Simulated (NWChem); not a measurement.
# ZnAlH5S: a chain of runs

We compute the energy (singlet ZnAlH5S, r2SCAN-D3(BJ)/cc-pVDZ), then a single-point energy (singlet AlH3, r2SCAN-D3(BJ)/cc-pVDZ), then a single-point energy (singlet ZnH2S, r2SCAN-D3(BJ)/cc-pVDZ), then a single-point energy (singlet AlH3, r2SCAN-D3(BJ)/cc-pVDZ), then the energy (singlet ZnH2S, r2SCAN-D3(BJ)/cc-pVDZ) of AlH5SZn and its partners. 

The calculation is run with NWChem 7.3.0.

## 1. The system as given

ZnAlH5S: 8 atoms, total charge 0, spin state singlet. The two molecules were placed rigidly side by side, at 0.85 times their contact distance; the pair isn't optimised.

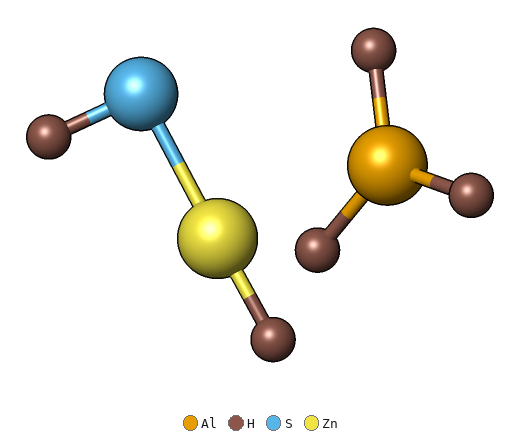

Viewed from a chosen angle; aluminium amber, hydrogen brown, sulfur blue, zinc yellow.

## 2. The energy at r2SCAN-D3(BJ)/cc-pVDZ (run 1)

struct.nw

```
start struct
title "AlH5SZn r2SCAN"
memory total 2200 mb
charge 0

geometry noautosym nocenter noautoz
 Al      -0.000170       0.000250      -0.000030
 H        0.619320       0.685950       1.288680
 H       -1.354680      -0.816950       0.110180
 H        0.735520       0.130750      -1.398820
 S       -2.200750       1.783810      -2.122970
 Zn      -2.467440       1.222340      -0.041520
 H       -3.526160       1.827970      -2.347050
 H       -2.632350       0.826120       1.428630
end

basis spherical bse
 * library cc-pVDZ
end

dft
 xc r2scan
 disp vdw 4
 grid fine
 convergence energy 1e-08
 iterations 100
 mulliken
 noprint "final vectors analysis"
end

task dft
```

Launch:

```
$ nwchem struct.nw > struct.out
```

Output:

```text
Northwest Computational Chemistry Package (NWChem) 7.3.0
             --------------------------------------------------------

           Job information
           ---------------

    nwchem branch   = 7.3.0
    use scalapack   = T
    input           = struct.nw
    prefix          = struct.
    data base       = ./struct.db
    status          = startup
    nproc           =        1

           Memory information
           ------------------

    heap     =     72089594 doubles =      550.0 Mbytes
    stack    =     72089599 doubles =      550.0 Mbytes
    global   =    144179200 doubles =     1100.0 Mbytes (distinct from heap & stack)
    total    =    288358393 doubles =     2200.0 Mbytes
    verify   = yes
    hardfail = no

           Directory information
           ---------------------

  0 permanent = .
  0 scratch   = .

                                NWChem Input Module
                                -------------------

                                  AlH5SZn r2SCAN
                                  --------------

[... 26 lines left out ...]
            Nuclear Dipole moment (a.u.)
[... 81 lines left out ...]
  convergence criterion.
[... 16 lines left out ...]
          Convergence on density requested:  1.00D-05
[... 21 lines left out ...]
          Spatial weights used:  Erf1
[... 3 lines left out ...]
          Convergence aids based upon iterative change in
[... 45 lines left out ...]
     ---------------------------------------------
      Total Density - Mulliken Population Analysis
     ---------------------------------------------

    Atom       Charge   Shell Charges
 -----------   ------   -------------------------------------------------------
    1 Al  13    12.48   2.00  2.01  0.76  0.41  6.00  0.76  0.43  0.11
    2 H    1     1.17   0.70  0.46  0.01
    3 H    1     1.15   0.71  0.43  0.01
[... 4 lines of this table left out ...]
    8 H    1     1.16   0.66  0.49  0.01
   Time prior to 1st pass:     64.0

 Grid_pts file          = ./struct.gridpts.0
 Record size in doubles =  12289        No. of grid_pts per rec  =   3070
 Max. records in memory =    241        Max. recs in file   = *********

           Memory utilization after 1st SCF pass:
           Heap Space remaining (MW):       35.56            35563546
          Stack Space remaining (MW):       72.09            72088836

   convergence    iter        energy       DeltaE   RMS-Dens  Diis-err    time
 ---------------- ----- ----------------- --------- --------- ---------  ------
 d= 0,ls=0.0,diis     1  -2422.9030273129 -2.71D+03  9.35D-03  4.63D-01   109.7
 d= 0,ls=0.0,diis     2  -2422.9216170351 -1.86D-02  6.69D-03  1.89D-01   155.9
 d= 0,ls=0.0,diis     3  -2422.9432760264 -2.17D-02  2.56D-03  9.12D-02   202.2
 d= 0,ls=0.0,diis     4  -2422.9583134270 -1.50D-02  6.94D-04  2.74D-02   248.6
 d= 0,ls=0.0,diis     5  -2422.9594346637 -1.12D-03  1.87D-04  4.93D-04   295.0
```

Wall time 5.3 min (1 thread of Intel Xeon Platinum 8488C (Sapphire Rapids), shared host).

Time ran out before the run finished.

## 3. AlH3: a single-point energy at r2SCAN-D3(BJ)/cc-pVDZ (run 2)

a.nw

```
start a
title "AlH3 r2SCAN"
memory stack 880 mb heap 220 mb global 1100 mb

geometry noautosym nocenter noautoz
 Al   -0.000170    0.000250   -0.000030
 H     0.619320    0.685950    1.288680
 H    -1.354680   -0.816950    0.110180
 H     0.735520    0.130750   -1.398820
end

basis "ao basis" spherical bse
 * library cc-pVDZ
end

dft
 xc r2scan
 mult 1
 disp vdw 4
 grid fine
 convergence energy 1e-08
 maxiter 100
 mulliken
 print low
end

task dft energy
```

Launch:

```
$ nwchem a.nw > a.out
```

Output:

```text
[...]
 d= 0,ls=0.0,diis     1   -244.1476333848 -2.58D+02  9.19D-03  3.50D-02     0.7
[...]
 d= 0,ls=0.0,diis     6   -244.1553841246 -2.42D-09  1.76D-07  3.47D-11     2.7
         Total DFT energy =     -244.155384124559
      One electron energy =     -365.614868492213
           Coulomb energy =      127.565179539410
    Exchange-Corr. energy =      -19.697615413498
 Nuclear repulsion energy =       13.592191804109
    Dispersion correction =       -0.000271562367
[...]
      Total Density - Mulliken Population Analysis
     ---------------------------------------------
    Atom       Charge   Shell Charges
 -----------   ------   -------------------------------------------------------
    1 Al  13    12.62   2.00  2.01  0.76  0.36  6.01  0.97  0.39  0.12
    2 H    1     1.13   0.71  0.41  0.01
    3 H    1     1.13   0.71  0.41  0.01
    4 H    1     1.13   0.71  0.41  0.01
[...]
```

Run time: 3.6 s. Hardware: 1 thread of Intel Xeon Platinum 8488C (Sapphire Rapids), shared host; peak memory 0.11 GiB.

## 4. ZnH2S: the energy at r2SCAN-D3(BJ)/cc-pVDZ (run 3)

input.nw

```
start input
title "H2SZn energy"
memory 2200 mb

geometry units au noautosym nocenter noautoz
S   -4.15881477   3.37091236  -4.01183187
Zn  -4.66278583   2.30988783  -0.07846143
H   -6.66347667   3.45436266  -4.43528170
H   -4.97442056   1.56114055   2.69971943
end

basis spherical bse
* library cc-pVDZ
end

dft
xc r2scan
disp vdw 4
grid fine
convergence energy 1e-08
iterations 100
mulliken
print low
end

task dft
```

Launch:

```
$ nwchem input.nw > input.out
```

Output:

```text
Northwest Computational Chemistry Package (NWChem) 7.3.0
             --------------------------------------------------------

           Job information
           ---------------

    nwchem branch   = 7.3.0
    use scalapack   = T
    input           = input.nw
    prefix          = input.
    data base       = ./input.db
    status          = startup
    nproc           =        1

           Memory information
           ------------------

    heap     =     72089594 doubles =      550.0 Mbytes
    stack    =     72089599 doubles =      550.0 Mbytes
    global   =    144179200 doubles =     1100.0 Mbytes (distinct from heap & stack)
    total    =    288358393 doubles =     2200.0 Mbytes
    verify   = yes
    hardfail = no

           Directory information
           ---------------------

  0 permanent = .
  0 scratch   = .

                                NWChem Input Module
                                -------------------

                                   H2SZn energy
                                   ------------

[... 21 lines left out ...]
            Nuclear Dipole moment (a.u.)
[... 60 lines left out ...]
  Caching 1-el integrals
   Time after variat. SCF:     59.1

     ---------------------------------------------
      Total Density - Mulliken Population Analysis
     ---------------------------------------------

    Atom       Charge   Shell Charges
 -----------   ------   -------------------------------------------------------
    1 S   16    16.67   2.00  2.01  0.93  0.88  6.00  2.48  2.33  0.03
    2 Zn  30    29.39   2.00  2.00  2.00  0.00  0.94  0.11  6.00  6.00  0.17  0.11  0.07  9.54 -0.00  0.46  0.00
    3 H    1     0.79   0.57  0.18  0.03
    4 H    1     1.15   0.65  0.49  0.01
   Time prior to 1st pass:     59.1

           Memory utilization after 1st SCF pass:
           Heap Space remaining (MW):       36.87            36868042
          Stack Space remaining (MW):       72.09            72089076

   convergence    iter        energy       DeltaE   RMS-Dens  Diis-err    time
 ---------------- ----- ----------------- --------- --------- ---------  ------
 d= 0,ls=0.0,diis     1  -2178.7625869588 -2.32D+03  1.25D-02  4.00D-01    87.2
 d= 0,ls=0.0,diis     2  -2178.7675892493 -5.00D-03  9.37D-03  2.15D-01   115.1
```

It took 2.2 min on 1 thread of Intel Xeon Platinum 8488C (Sapphire Rapids), shared host.

The run was cut off at its time limit.

## 5. AlH3 among ghost functions: a single-point energy at r2SCAN-D3(BJ)/cc-pVDZ (with ghost functions) (run 4)

m1.nw

```
start m1
memory 2200 mb

geometry units atomic noautosym nocenter noautoz
  Al  -0.00032125   0.00047243  -0.00005669
  H    1.17034518   1.29625764   2.43525226
  H   -2.55997419  -1.54381176   0.20821002
  H    1.38993136   0.24708169  -2.64338670
  bqS     -4.158815     3.370912    -4.011832
  bqZn    -4.662786     2.309888    -0.078461
  bqH     -6.663477     3.454363    -4.435282
  bqH     -4.974421     1.561141     2.699719
end

basis spherical bse
  Al library cc-pVDZ
  H library cc-pVDZ
  bqS library S cc-pVDZ
  bqZn library Zn cc-pVDZ
  bqH library H cc-pVDZ
end

dft
  xc r2scan
  disp vdw 4
  grid fine
  convergence energy 1e-08
  iterations 100
  mulliken
  print low
end

task dft
```

Launch:

```
$ nwchem m1.nw > m1.out
```

Output:

```text
[...]
 d= 0,ls=0.0,diis     1   -244.1478431384 -2.58D+02  2.93D-03  3.58D-02    44.6
[...]
 d= 0,ls=0.0,diis     6   -244.1556633070 -2.57D-09  9.27D-08  9.34D-11   251.7
         Total DFT energy =     -244.155663307020
      One electron energy =     -365.604589811109
           Coulomb energy =      127.552814452802
    Exchange-Corr. energy =      -19.695807204060
 Nuclear repulsion energy =       13.592190817714
    Dispersion correction =       -0.000271562367
[...]
      Total Density - Mulliken Population Analysis
     ---------------------------------------------
    Atom       Charge   Shell Charges
 -----------   ------   -------------------------------------------------------
    1 Al  13    12.64   2.00  2.02  0.75  0.37  6.01  0.98  0.40  0.12
    2 H    1     1.12   0.71  0.40  0.01
    3 H    1     1.11   0.71  0.39  0.01
    4 H    1     1.12   0.71  0.40  0.01
    5 X    0    -0.00   0.00  0.00  0.00 -0.00  0.00  0.00 -0.00 -0.00
    6 X    0     0.00   0.00  0.00  0.00 -0.00  0.00  0.00  0.00  0.00  0.00 -0.00 -0.00  0.00  0.00  0.00  0.00
    7 X    0     0.00   0.00  0.00  0.00
    8 X    0    -0.00  -0.00 -0.00 -0.00
[...]
```

Run time: 4.2 min. Hardware: 1 thread of Intel Xeon Platinum 8488C (Sapphire Rapids), shared host; peak memory 0.17 GiB.

## 6. ZnH2S among ghost functions: a single-point energy at r2SCAN-D3(BJ)/cc-pVDZ (with ghost functions) (run 5)

a.nw

```
START a
memory total 2200 mb

GEOMETRY units angstrom noautosym nocenter noautoz
  S    -2.200750    1.783810   -2.122970
  Zn   -2.467440    1.222340   -0.041520
  H    -3.526160    1.827970   -2.347050
  H    -2.632350    0.826120    1.428630
  bqAl    -0.000170     0.000250    -0.000030
  bqH      0.619320     0.685950     1.288680
  bqH     -1.354680    -0.816950     0.110180
  bqH      0.735520     0.130750    -1.398820
END

BASIS spherical bse
  S library cc-pVDZ
  Zn library cc-pVDZ
  H library cc-pVDZ
  bqAl library Al cc-pVDZ
  bqH library H cc-pVDZ
END

DFT
  xc r2scan
  disp vdw 4
  grid fine
  convergence energy 1e-08
  maxiter 100
  mulliken
  noprint "final vectors analysis"
END

TASK dft energy
```

Launch:

```
$ nwchem a.nw > a.out
```

Output:

```text
Northwest Computational Chemistry Package (NWChem) 7.3.0
             --------------------------------------------------------

           Job information
           ---------------

    nwchem branch   = 7.3.0
    use scalapack   = T
    input           = a.nw
    prefix          = a.
    data base       = ./a.db
    status          = startup
    nproc           =        1

           Memory information
           ------------------

    heap     =     72089594 doubles =      550.0 Mbytes
    stack    =     72089599 doubles =      550.0 Mbytes
    global   =    144179200 doubles =     1100.0 Mbytes (distinct from heap & stack)
    total    =    288358393 doubles =     2200.0 Mbytes
    verify   = yes
    hardfail = no

           Directory information
           ---------------------

  0 permanent = .
  0 scratch   = .

                                NWChem Input Module
                                -------------------

 Scaling coordinates for geometry "geometry" by  1.889725989
 (inverse scale =  0.529177249)

[... 22 lines left out ...]
            Nuclear Dipole moment (a.u.)
[... 106 lines left out ...]
  convergence criterion.
[... 16 lines left out ...]
          Convergence on density requested:  1.00D-05
[... 22 lines left out ...]
          Spatial weights used:  Erf1
[... 3 lines left out ...]
          Convergence aids based upon iterative change in
[... 45 lines left out ...]
     ---------------------------------------------
      Total Density - Mulliken Population Analysis
     ---------------------------------------------

    Atom       Charge   Shell Charges
 -----------   ------   -------------------------------------------------------
    1 S   16    16.66   2.00  2.01  0.93  0.88  6.00  2.48  2.33  0.03
    2 Zn  30    29.42   2.00  2.00  2.00  0.00  0.95  0.12  6.00  6.00  0.15  0.13  0.08  9.54 -0.00  0.45  0.00
    3 H    1     0.79   0.57  0.18  0.03
[... 4 lines of this table left out ...]
    8 X    0     0.00   0.00  0.00  0.00
   Time prior to 1st pass:     64.1

 Grid_pts file          = ./a.gridpts.0
 Record size in doubles =  12289        No. of grid_pts per rec  =   3070
 Max. records in memory =    241        Max. recs in file   = *********

           Memory utilization after 1st SCF pass:
           Heap Space remaining (MW):       35.56            35563418
          Stack Space remaining (MW):       72.09            72088836

   convergence    iter        energy       DeltaE   RMS-Dens  Diis-err    time
 ---------------- ----- ----------------- --------- --------- ---------  ------
 d= 0,ls=0.0,diis     1  -2178.7630662443 -2.32D+03  8.70D-03  4.10D-01   110.1
 d= 0,ls=0.0,diis     2  -2178.7681111199 -5.04D-03  6.58D-03  2.16D-01   157.3
 d= 0,ls=0.0,diis     3  -2178.7967145479 -2.86D-02  2.27D-03  6.94D-02   203.7
 d= 0,ls=0.0,diis     4  -2178.8091925952 -1.25D-02  4.51D-04  1.10D-02   250.1
```

It took 4.3 min on 1 thread of Intel Xeon Platinum 8488C (Sapphire Rapids), shared host.

Time ran out before the run finished.

## 7. Outcome

```
                                     quantity                value
                           AlH3: total energy        -244.15538 Eh
                      AlH3: dispersion energy         -0.71 kJ/mol
     AlH3 among ghost functions: total energy        -244.15566 Eh
AlH3 among ghost functions: dispersion energy         -0.71 kJ/mol
                 run 1, r2SCAN-D3(BJ)/cc-pVDZ  no result (timeout)
                                        ZnH2S  no result (timeout)
                  ZnH2S among ghost functions  no result (timeout)
```

**Reading.** Mulliken charges (AlH3) run from -0.13 on H2 to +0.38 on Al1; they depend strongly on the basis. 3 of the 5 runs did not end normally.
